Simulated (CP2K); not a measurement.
# SiCl (SMILES [Si]Cl) at UBLYP-D3(BJ)/DZVP-MOLOPT-SR-GTH (core potential)

Aim: the energy change on altering one bond length of SiCl at UBLYP-D3(BJ)/DZVP-MOLOPT-SR-GTH (core potential), from 2 runs. 

The calculation is run with CP2K 2026.2.

7 further runs of the same task are left out: 7 that didn't finish.

### 1 Starting point

The species is SiCl (2 atoms), meant as a doublet with charge 0. SMILES: `[Si]Cl`. The shape is that of a PBE0-D4/def2-TZVP optimisation.

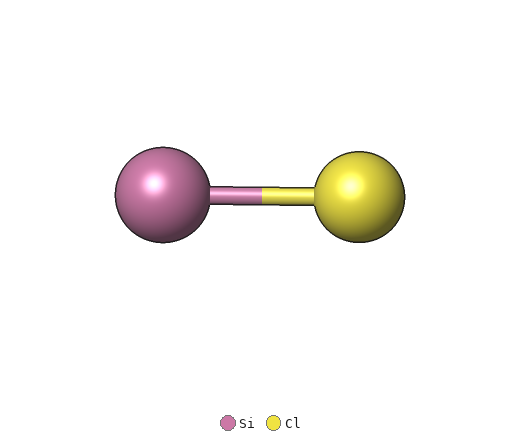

Viewed from a chosen angle; silicon pink, chlorine yellow.

### 2 The energy at UBLYP-D3(BJ)/DZVP-MOLOPT-SR-GTH (core potential)

Contents of qs.inp:

```
&FORCE_EVAL
 METHOD Quickstep
 &DFT
  BASIS_SET_FILE_NAME BASIS_MOLOPT
  POTENTIAL_FILE_NAME GTH_POTENTIALS
  CHARGE 0
  MULTIPLICITY 2
  UKS T
  &QS
   METHOD GPW
   EPS_DEFAULT 1.0E-10
  &END QS
  &MGRID
   CUTOFF 400
   REL_CUTOFF 50
   NGRIDS 4
  &END MGRID
  &POISSON
   PERIODIC NONE
   POISSON_SOLVER MULTIPOLE
  &END POISSON
  &SCF
   SCF_GUESS ATOMIC
   EPS_SCF 1.0E-05
   MAX_SCF 40
   &OT ON
    MINIMIZER DIIS
    PRECONDITIONER FULL_ALL
   &END OT
   &OUTER_SCF
    EPS_SCF 1.0E-05
    MAX_SCF 2
   &END OUTER_SCF
  &END SCF
  &XC
   &XC_FUNCTIONAL BLYP
   &END XC_FUNCTIONAL
   &VDW_POTENTIAL
    POTENTIAL_TYPE PAIR_POTENTIAL
    &PAIR_POTENTIAL
     TYPE DFTD3(BJ)
     PARAMETER_FILE_NAME dftd3.dat
     REFERENCE_FUNCTIONAL BLYP
     R_CUTOFF 15
    &END PAIR_POTENTIAL
   &END VDW_POTENTIAL
  &END XC
  &PRINT
   &MOMENTS
    PERIODIC F
    REFERENCE COM
    MAX_MOMENT 1
   &END MOMENTS
   &MO_CUBES
    NLUMO 2
    NHOMO -1
    WRITE_CUBE F
   &END MO_CUBES
   &HIRSHFELD OFF
   &END HIRSHFELD
  &END PRINT
 &END DFT
 &SUBSYS
  &CELL
   ABC [angstrom] 8.8 7.6 7.9
   PERIODIC NONE
  &END CELL
  &COORD
   Si     5.281810     3.506340     4.402120
   Cl     3.518190     4.093660     3.497880
  &END COORD
  &KIND Si
   BASIS_SET DZVP-MOLOPT-SR-GTH-q4
   POTENTIAL GTH-BLYP-q4
  &END KIND
  &KIND Cl
   BASIS_SET DZVP-MOLOPT-SR-GTH-q7
   POTENTIAL GTH-BLYP-q7
  &END KIND
 &END SUBSYS
&END FORCE_EVAL
&GLOBAL
 PROJECT qs
 RUN_TYPE ENERGY
 PRINT_LEVEL MEDIUM
&END GLOBAL
```

Launch:

```
$ OMP_NUM_THREADS=1 cp2k.psmp -i qs.inp -o qs.out
```

What it wrote:

```text
CP2K| version string:                                       CP2K version 2026.2
[...]
 GLOBAL| Method name                                                        CP2K
[...]
 GLOBAL| Run type                                                         ENERGY
[...]
 DFT| Spin unrestricted (spin-polarized) Kohn-Sham calculation               UKS
 DFT| Multiplicity                                                             2
[...]
 DFT| Charge                                                                   0
[...]
 FUNCTIONAL| BECKE88:
 FUNCTIONAL| LYP:
[...]
 QS| Method:                                                                 GPW
[...]
 QS| Density cutoff [a.u.]:                                                200.0
[...]
 QS| Relative density cutoff [a.u.]:                                        25.0
[...]
                             - Atoms:                                          2
[...]
                             - Spherical basis functions:                     26
[...]
 Number of electrons:                                                          6
[...]
     1 OT DIIS     0.15E+00    1.8     0.14317739       -18.1609276862 -1.82E+01
[...]
    30 OT DIIS     0.15E+00    2.2     0.00000712       -18.7824322331 -1.34E-07
  *** SCF run converged in    30 steps ***
[...]
  Overlap energy of the core charge distribution:               0.00000000059463
  Self energy of the core charge distribution:                -43.97176022550696
  Core Hamiltonian energy:                                      9.89217885487134
  Hartree energy:                                              19.26302199077626
  Exchange-correlation energy:                                 -3.96259831458252
  Dispersion energy:                                           -0.00327453924559
  Total energy:                                               -18.78243223309284
[...]
                     Mulliken Population Analysis
 #  Atom  Element  Kind  Atomic population (alpha,beta) Net charge  Spin moment
       1     Si       1         2.401961     1.454969     0.143070     0.946993
       2     Cl       2         3.598039     3.545031    -0.143070     0.053007
 # Total charge and spin        6.000000     5.000000     0.000000     1.000000
[...]
  Dipole moment [Debye]
    X=  0.7051898E+00 Y= -0.2392160E+00 Z=  0.3674502E+00  Total=      0.8303834
[...]
 HOMO - LUMO gap [eV] :    4.115704
 ENERGY| Total FORCE_EVAL ( QS ) energy [hartree]            -18.782432233092845
[...]
```

Wall time 4.1 min (1 thread of Intel Xeon at 2.70GHz, shared host); peak memory 0.67 GiB.

### 3 The distorted shape, same level

Contents of molecule.xyz:

```xyz
2

Si     2.292705    -0.763516     1.175512
Cl    -0.881810     0.293660    -0.452120
```

Contents of run.inp:

```
&GLOBAL
 PROJECT run
 RUN_TYPE ENERGY
 PRINT_LEVEL MEDIUM
&END GLOBAL

&FORCE_EVAL
 METHOD QS
 &DFT
  BASIS_SET_FILE_NAME BASIS_MOLOPT
  POTENTIAL_FILE_NAME GTH_POTENTIALS
  MULTIPLICITY 2
  LSD T
  # Quickstep
  &QS
   METHOD GPW
   EPS_DEFAULT 1.0E-10
  &END QS
  &MGRID
   CUTOFF 400
   REL_CUTOFF 50
   NGRIDS 4
  &END MGRID
  &POISSON
   PERIODIC NONE
   POISSON_SOLVER MULTIPOLE
  &END POISSON
  &SCF
   SCF_GUESS ATOMIC
   EPS_SCF 1.0E-05
   MAX_SCF 40
   &OT
    MINIMIZER CG
    PRECONDITIONER FULL_ALL
   &END OT
   &OUTER_SCF
    EPS_SCF 1.0E-05
    MAX_SCF 5
   &END OUTER_SCF
  &END SCF
  &XC
   &XC_FUNCTIONAL BLYP
   &END XC_FUNCTIONAL
   &VDW_POTENTIAL
    POTENTIAL_TYPE PAIR_POTENTIAL
    &PAIR_POTENTIAL
     TYPE DFTD3(BJ)
     PARAMETER_FILE_NAME dftd3.dat
     REFERENCE_FUNCTIONAL BLYP
     R_CUTOFF 15
    &END PAIR_POTENTIAL
   &END VDW_POTENTIAL
  &END XC
  # extra output
  &PRINT
   &MOMENTS
    PERIODIC F
    REFERENCE COM
    MAX_MOMENT 1
   &END MOMENTS
   &MO_CUBES
    NLUMO 2
    NHOMO -1
    WRITE_CUBE F
   &END MO_CUBES
   &HIRSHFELD OFF
   &END HIRSHFELD
  &END PRINT
 &END DFT
 # atoms, cell and kinds
 &SUBSYS
  &CELL
   ABC 10.2 8.1 8.6
   PERIODIC NONE
  &END CELL
  &TOPOLOGY
   COORD_FILE_NAME molecule.xyz
   COORD_FILE_FORMAT XYZ
   &CENTER_COORDINATES
   &END CENTER_COORDINATES
  &END TOPOLOGY
  &KIND Si
   BASIS_SET DZVP-MOLOPT-SR-GTH-q4
   POTENTIAL GTH-BLYP-q4
  &END KIND
  &KIND Cl
   BASIS_SET DZVP-MOLOPT-SR-GTH-q7
   POTENTIAL GTH-BLYP-q7
  &END KIND
 &END SUBSYS
&END FORCE_EVAL
```

Launch:

```
$ OMP_NUM_THREADS=1 cp2k.psmp -i run.inp > run.out 2>&1
```

What it wrote:

```text
CP2K| version string:                                       CP2K version 2026.2
[...]
 GLOBAL| Method name                                                        CP2K
[...]
 GLOBAL| Run type                                                         ENERGY
[...]
 DFT| Spin unrestricted (spin-polarized) Kohn-Sham calculation               UKS
 DFT| Multiplicity                                                             2
[...]
 DFT| Charge                                                                   0
[...]
 FUNCTIONAL| BECKE88:
 FUNCTIONAL| LYP:
[...]
 QS| Method:                                                                 GPW
[...]
 QS| Density cutoff [a.u.]:                                                200.0
[...]
 QS| Relative density cutoff [a.u.]:                                        25.0
[...]
                             - Atoms:                                          2
[...]
                             - Spherical basis functions:                     26
[...]
 Number of electrons:                                                          6
[...]
     1 OT CG       0.15E+00    2.9     0.14347464       -18.1869925003 -1.82E+01
[...]
    28 OT CG       0.26E+00    2.4     0.00000901       -18.6723423101 -3.85E-09
  *** SCF run converged in    28 steps ***
[...]
  Overlap energy of the core charge distribution:               0.00000000000000
  Self energy of the core charge distribution:                -43.97176022550696
  Core Hamiltonian energy:                                      9.65829534496416
  Hartree energy:                                              19.49174301390557
  Exchange-correlation energy:                                 -3.84847868408991
  Dispersion energy:                                           -0.00214175935655
  Total energy:                                               -18.67234231008369
[...]
                     Mulliken Population Analysis
 #  Atom  Element  Kind  Atomic population (alpha,beta) Net charge  Spin moment
       1     Si       1         2.523401     1.101146     0.375453     1.422255
       2     Cl       2         3.476599     3.898854    -0.375453    -0.422255
 # Total charge and spin        6.000000     5.000000     0.000000     1.000000
[...]
  Dipole moment [Debye]
    X=  0.5649959E+01 Y= -0.1894126E+01 Z=  0.2909728E+01  Total=      6.6314605
[...]
 HOMO - LUMO gap [eV] :    1.022469
 ENERGY| Total FORCE_EVAL ( QS ) energy [hartree]            -18.672342310083689
[...]
```

Run time: 11 min. Hardware: 1 thread of Intel Xeon at 2.70GHz, shared host; peak memory 0.83 GiB.

### 4 Outcome

Level: UBLYP-D3(BJ)/DZVP-MOLOPT-SR-GTH (core potential).

| quantity | value |
| --- | --- |
| first shape: total energy | -18.78243 Eh |
| first shape: dipole moment | 0.83 D |
| first shape: HOMO energy (highest over α and β) | -3.52 eV |
| first shape: LUMO energy (lowest over α and β) | -3.24 eV |
| first shape: dispersion energy | -8.60 kJ/mol |
| first shape: ⟨S²⟩ | 0.756 |
| distorted shape: total energy | -18.67234 Eh |
| distorted shape: dipole moment | 6.63 D |
| distorted shape: HOMO energy (highest over α and β) | -5.38 eV |
| distorted shape: LUMO energy (lowest over α and β) | -5.26 eV |
| distorted shape: dispersion energy | -5.62 kJ/mol |
| distorted shape: ⟨S²⟩ | 0.990 |
| energy change with the Si1–Cl2 bond stretched from 2.067 to 3.721 Å | 2.996 eV |

In words: With the Si1–Cl2 bond stretched from 2.067 to 3.721 Å the energy rises by 3.00 eV (289 kJ/mol). The first shape isn't relaxed at this level, so the change isn't measured from a minimum. ⟨S²⟩ (distorted shape) is 0.99 where a pure doublet has 0.75: the reference is spin-contaminated.
